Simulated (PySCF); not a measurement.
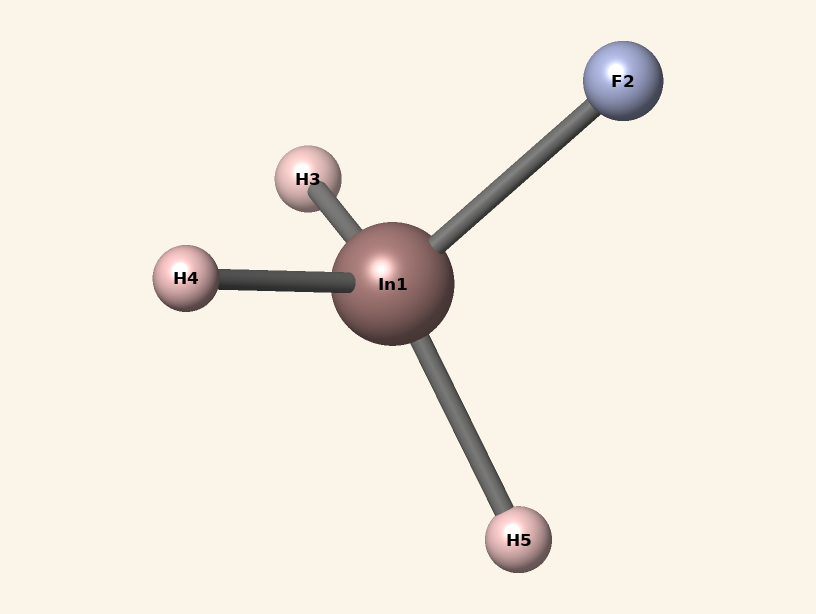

The atoms are numbered. Charge −1, singlet. The geometry was computed by an optimisation with PBE0-D3(BJ)/def2-SVP. No frequency run is at hand to confirm it as a minimum.

**What is the geometry at In1?**

In1 has 4 neighbours (F2 at 2.04, H3 at 1.79, H4 at 1.79, H5 at 1.79 Å); the arrangement is tetrahedral.
